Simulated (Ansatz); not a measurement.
# A hypothetical structure for B2MoRu2N2, part 2 of 2

Starting from a made-up structure for B2MoRu2N2, the aim is the relaxed cell, its shortest contacts and, where a second run follows, its electronic structure.

Ansatz 0.2.0; DFT, PBEsol, plane-wave PAW, files of the set soft_1, scalar-relativistic, no spin, cell and ions relaxed at zero pressure; PAW set soft_1 (the session's first sound run).

So far: Set-up; Relaxation of the guess. The relaxed cell has a, b, c = 2.580, 3.686, 14.059 Å (conventional setting).

### Step 3. Bands of the relaxed cell

With the geometry fixed, one more self-consistent run, with a narrower smearing and the mesh shown in its input, gives the bands, and its pressure, and its forces where symmetry allows any, show how far the geometry depends on these settings.

This step: DFT, PBEsol, plane-wave PAW, files of the set soft_1, scalar-relativistic, no spin, bands and density of states at the relaxed cell; PAW set soft_1 (Ansatz 0.2.0).

input.yaml

```yaml
crystal:
  lattice:
    - [-1.2898896195, 1.8430149097, 7.029269348]
    - [1.2898896195, -1.8430149097, 7.029269348]
    - [1.2898896195, 1.8430149097, -7.029269348]
  atoms:
    - { symbol: Ru, position: [0.8001852275, 0.8001852275, 0.0] }
    - { symbol: Ru, position: [0.1998147725, 0.1998147725, 0.0] }
    - { symbol: Mo, position: [0.0, 0.5, 0.5] }
    - { symbol: "N", position: [0.5892627471, 0.0892627471, 0.5] }
    - { symbol: "N", position: [0.4107372529, 0.9107372529, 0.5] }
    - { symbol: B, position: [0.6451826125, 0.6451826125, 0.0] }
    - { symbol: B, position: [0.3548173875, 0.3548173875, 0.0] }
kpoints:
  mp_grid: { grid: [14, 14, 14] }
  band_path:
    path:
      - [[0.0, 0.0, 0.0], [-0.25841831, 0.25841831, 0.25841831], [-0.49123221, 0.49123221, 0.02560441], [-0.5, 0.5, 0.0], [-0.75, 0.25, 0.25], [-0.5, 0.0, 0.5], [-0.74158169, -0.25841831, 0.74158169], [-0.5, -0.5, 0.5], [0.0, 0.0, 0.0], [-0.2671861, 0.2671861, -0.2671861], [-0.5, 0.0, 0.0], [-0.75, 0.25, 0.25]]
      - [[-0.50876779, 0.50876779, -0.02560441], [-0.2671861, 0.2671861, -0.2671861]]
      - [[-0.7328139, -0.2671861, 0.2671861], [-0.5, -0.5, 0.5]]
    npoints: 6
scf:
  occupations: { method: fermi_dirac, width: 0.03 }
  n_extra_bands: 11
hamiltonian:
  xc: pbesol
  pseudopotentials: { kind: paw, azcp: { folder: soft_1 }, xc_functional: pbe }
output:
  forces: true
  stress: true
  write_bands: true
  dos: { projected: true }
  write_density: true
  write_potential: true
  elf: true
  volumetric_format: npy
```

The run is started by

```
> ansatz run input.yaml --threads 4 --pin off --max-ram 10240MiB --backend cpu --events-out ev --progress --plain --runs-dir out
```

Numbers of over 12 decimals in the logs are rounded to 6 here.

The log of the run:

```text
[...]
Crystal: 7 atoms, lattice volume = 66.842 Å³
Basis set: ecut = 420 eV, 1333 PW (Γ), FFT grids on a1−a2, a2, a2+a3, exchange–correlation on 64×100×36 points (8 copies of the dense FFT grid, shifted against one another)
Bands: 42, of which v1, the nominal top of the filled ones, is band 31 counted from 1 (30 counted from 0)
Symmetry: 8 space group operations
[...]
k-points: 428 of 2744
[...]
SCF iter   1: F=—  HF=-17598.908975 eV  |F-HF|=—  |Δ(HF+E_count)|=         —  Δρ=1.62e-1  dr2=9.96e1  ethr=3.10e-3  ⟨swp⟩=6.0  Hψ=67596  notcnv=0  defer=123
[...]
SCF iter  11: F=-17590.877570 eV  HF=-17590.877570 eV  |F-HF|=1.43e-8  |Δ(HF+E_count)|=   3.76e-8  Δρ=4.42e-6  dr2=1.67e-8  ethr=1.61e-10  ⟨swp⟩=14.9  Hψ=116023  notcnv=0
SCF 1 converged in 11 iterations: F = -17590.877570 eV  dr2 = 1.67e-8
[...]
NSCF: frozen V_eff on 81 k-points
SCF converged after 11 iterations
Free energy (F): -17590.877570 eV
[...]
Internal energy: -17590.859848 eV  (E = F + TS)
E sigma→0 (E₀):  -17590.868709 eV
Entropy (-TS):   -0.017722 eV (-2.532 meV/atom)
Fermi energy:    19.350538 eV
[...]
--- Forces (eV/Å), atoms counted from 1 ---
  atom   1  Ru     0.00000000    -0.00000000    -0.03014233
  atom   2  Ru     0.00000000     0.00000000     0.03014233
  atom   3  Mo     0.00000000    -0.00000000     0.00000000
  atom   4  N      0.00000000    -0.00000000    -0.00579372
  atom   5  N      0.00000000     0.00000000     0.00579372
  atom   6  B      0.00000000     0.00000000    -0.01034115
  atom   7  B      0.00000000    -0.00000000     0.01034115
  max |Σ_I F_I| component: 3.47e-18 eV/Å
--- Stress (GPa, compression-positive) ---
        0.233337       0.000000       0.000000
        0.000000       0.076617       0.000000
        0.000000       0.000000      -0.210485
  P = ⅓ Tr σ = 0.0332 GPa (0.332 kbar)
--- Band table (eV; the first three rows and the last of 428) ---
  k-point 0: bands = [... 27 lower, 17.6258, 18.3670, 19.1505, 19.5422, 19.8430, 19.9606, 20.0693, 20.2727, ... 7 higher]
  k-point 1: bands = [... 27 lower, 17.3762, 18.0850, 19.0993, 19.3354, 19.4104, 19.6776, 20.0779, 20.6505, ... 7 higher]
  k-point 2: bands = [... 27 lower, 17.4038, 17.4924, 18.7407, 18.7528, 19.2399, 19.4433, 20.0370, 20.7235, ... 7 higher]
  k-point 427: bands = [... 27 lower, 17.7994, 18.2405, 18.2830, 18.4175, 19.5405, 19.8322, 21.1175, 21.2485, ... 7 higher]
```

It took 31 s on 4 threads of Arm Neoverse V1, shared host; peak memory 0.97 GiB.

This step gave:

- free energy: -17590.8776 eV
- energy at zero smearing: -17590.8687 eV
- smearing term TS: 0.01772 eV
- pressure: 0.03316 GPa

bands.tsv at the labelled points (eV, zero at the Fermi level; the bands that come nearest the Fermi level along the path):

```
point  band 28  band 29  band 30  band 31  band 32  band 33  band 34  band 35
    Γ    -1.72    -0.98    -0.20     0.19     0.49     0.61     0.72     0.92
    X    -1.46    -1.43    -1.17    -0.38     0.45     0.85     1.59     1.61
    L    -2.12    -0.30     0.22     0.59     0.77     1.29     1.32     1.59
    T    -2.09    -0.30     0.19     0.64     0.78     1.28     1.32     1.66
    W    -2.09    -0.14     0.20     0.57     0.78     1.10     1.29     1.65
    R    -1.64    -1.25    -0.95    -0.65     0.41     0.55     1.74     1.83
   X1    -1.46    -1.43    -1.17    -0.38     0.45     0.85     1.59     1.61
    Z    -1.55    -1.11    -1.07    -0.93     0.19     0.48     1.77     1.90
    Γ    -1.72    -0.98    -0.20     0.19     0.49     0.61     0.72     0.92
    Y    -1.59    -1.53    -0.91    -0.45     0.15     0.41     0.65     1.88
    S    -1.62    -1.51    -0.92    -0.40     0.20     0.44     0.65     1.85
    W    -2.09    -0.14     0.20     0.57     0.78     1.10     1.29     1.65
   L1    -2.12    -0.30     0.22     0.59     0.77     1.29     1.32     1.59
    Y    -1.59    -1.53    -0.91    -0.45     0.15     0.41     0.65     1.88
   Y1    -1.59    -1.53    -0.91    -0.45     0.15     0.41     0.65     1.88
    Z    -1.55    -1.11    -1.07    -0.93     0.19     0.48     1.77     1.90
```

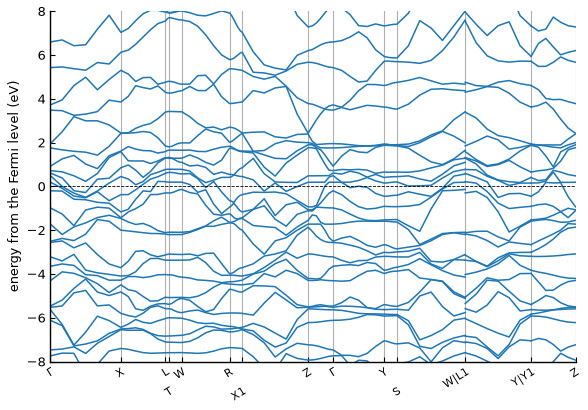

Bands along the path. 16 bands lie wholly below the window drawn.

Counts of states for the cell as run, both spins, by energy window (eV from the Fermi level):

```
from  to  total
  -8  -7   3.63
  -7  -6   3.26
  -6  -5   2.85
  -5  -4   3.76
  -4  -3   4.45
  -3  -2   3.47
  -2  -1   3.50
  -1   0   4.23
   0   1   5.37
   1   2   4.41
   2   3   1.58
   3   4   1.69
   4   5   2.95
   5   6   1.72
```

A further 32.8 states lie below the table's range.

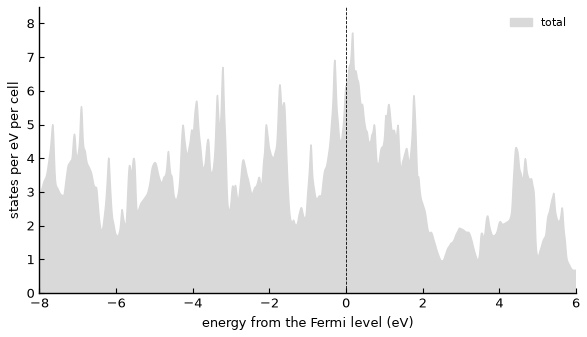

Total density of states, smoothed over about 0.04 eV.

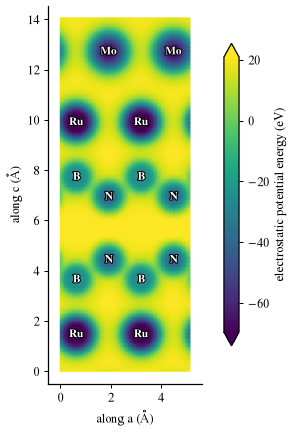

Electrostatic potential energy in the ac plane of the conventional cell at fractional y = 0.000, with atoms of Ru and Mo and N and B within 0.2 Å of it. With pseudopotentials it is smooth inside the atoms' cores, unlike the true potential. The map starts off the cell's origin, so that atoms lie inside it.

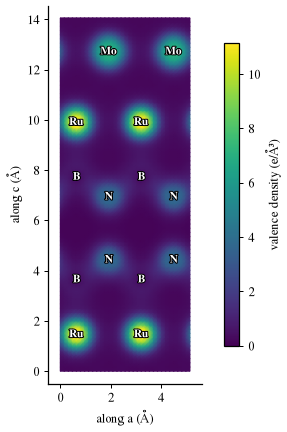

Valence density in the ac plane of the conventional cell at fractional y = 0.000, with atoms of Ru and Mo and N and B within 0.2 Å of it. It is the smooth field of the valence electrons, not physical close to the nuclei. The map starts off the cell's origin, so that atoms lie inside it.

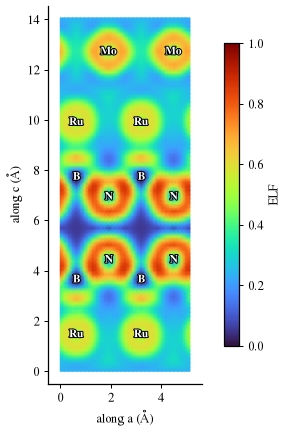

ELF in the ac plane of the conventional cell at fractional y = 0.000, with atoms of Ru and Mo and N and B within 0.2 Å of it. It is the smooth field of the valence electrons, not physical close to the nuclei. The map starts off the cell's origin, so that atoms lie inside it.

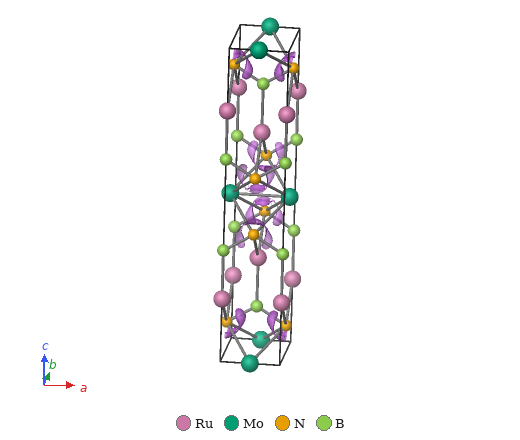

Surface of ELF = 0.79.

### Step 4. Outcome

- space group, relaxed: Immm
- conventional cell: a = 2.580, b = 3.686, c = 14.059 Å; α = 90.0°, β = 90.0°, γ = 90.0°
- volume per atom: 9.55 Å³ (guess 9.79)

B2MoRu2N2 relaxes to Immm with a = 2.580, b = 3.686 and c = 14.059 Å. The guessed volume was 2 % too large. The space group Immm was held in the relaxation, so the end point is a stationary structure within it and may be a saddle against distortions or other arrangements. Bands cross the Fermi level, so it is a metal or semimetal at this level. On the 14×14×14 mesh with the narrower smearing (relaxed on 12×12×12) the largest force component is 0.030 eV/Å and the largest stress component is 0.233 GPa, against the relaxation's thresholds of 0.015 eV/Å and 0.05 GPa. The cutoff wasn't tested. No dispersion term is used, so weakly bound directions may come out too long. The runs have no spin, and magnetism wasn't tested. Nothing here tests whether the compound is stable against decomposition.

[Logs are printed without paths, hosts, clocks, repeated set-up lines and the standing remarks that a program may print on its own settings, such as how far it seeks lower states.]

[Hosts, paths, dates, database ids (printed as entryN), source tags and the programs' standing remarks are cut or masked in the printed files.]
